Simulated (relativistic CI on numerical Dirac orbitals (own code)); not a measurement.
```
atom Zr  Z=40  charge=3  electrons=37
nucleus A=90  rms_radius_fm=4.2694
hamiltonian dirac-coulomb  breit=on  qed=on  c_scale=1
orbitals kli  potential=per-configuration
slater_scale 0.9
correlation none
mixing on
configurations
  [Kr] 4d
  [He] 2s2 2p5 3s2 3p6 3d10 4s2 4p6 4d2
end
absorption L2,3 T=300 lorentz=1.6 gauss=0.5
crystal_field Oh 10Dq=27850
```

Multiplet model: relativistic Dirac–Coulomb–Breit theory, one configuration a step, Slater integrals scaled by 0.9, 300 K, Voigt broadening (Lorentzian 1.6 eV, Gaussian 0.5 eV full widths), computed with a radial Dirac CI code.

The L₂,₃ X-ray absorption spectrum that results, with the strongest transitions as sticks:

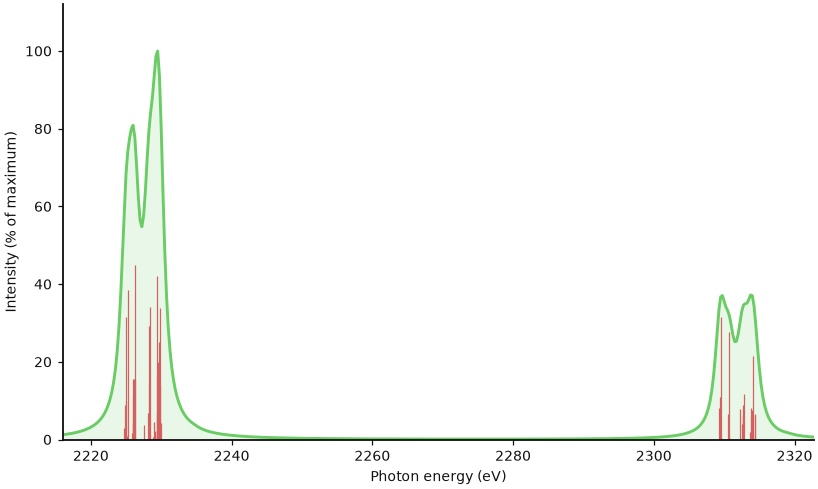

The main maxima lie at 2225.9 eV (81), 2229.4 eV (100), 2309.7 eV (37) and 2313.8 eV (37), heights in % of the largest; the centroid is at 2253.2 eV. The lower edge holds 0.70 of the intensity (branching ratio, edges parted at 2272 eV), and the core spin-orbit splitting of the orbitals is 87.6 eV. The ground state has S = 0.50.

Known limits: free-ion energies, so absolute edge positions are off by a few eV from solids.
